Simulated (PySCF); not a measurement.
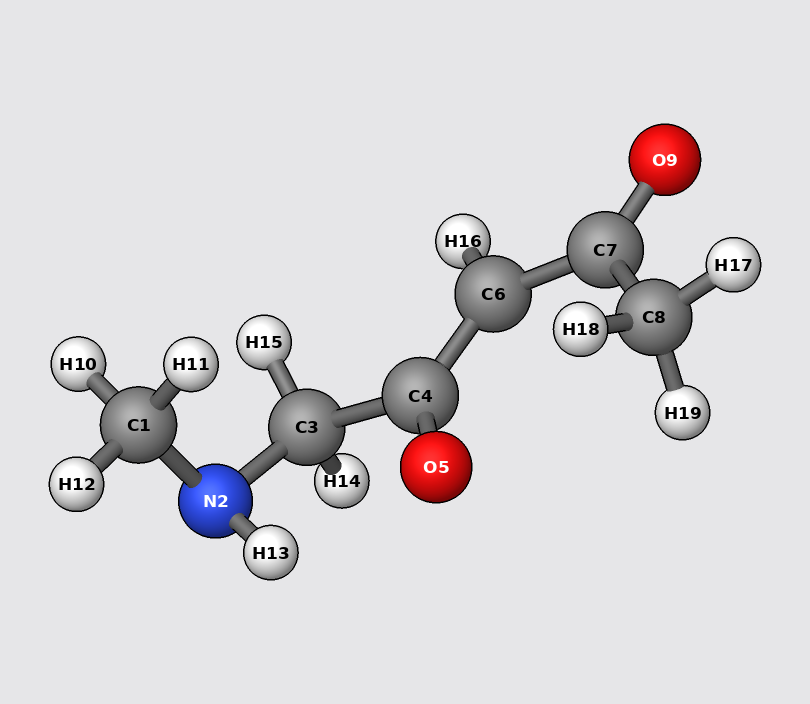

Charge −1, singlet. Computed geometry: PBE0-D3(BJ)/def2-SVP optimisation. No frequency run is at hand to confirm it as a minimum. Level of theory: GIAO PBE0/pcSseg-1 NMR shielding, non-relativistic, IEF-PCM acetonitrile (PySCF 2.14.0). Principal shieldings σ11 ≤ σ22 ≤ σ33, span Ω = σ33 − σ11, skew κ = 3(σiso − σ22)/Ω.

Give the shielding tensors of the N atoms.

| atom | σ11 | σ22 | σ33 | σiso | Ω | κ |
| --- | --- | --- | --- | --- | --- | --- |
| N2 | 208.7 | 250.5 | 268.8 | 242.7 | 60.1 | −0.39 |

Shieldings and span in ppm.
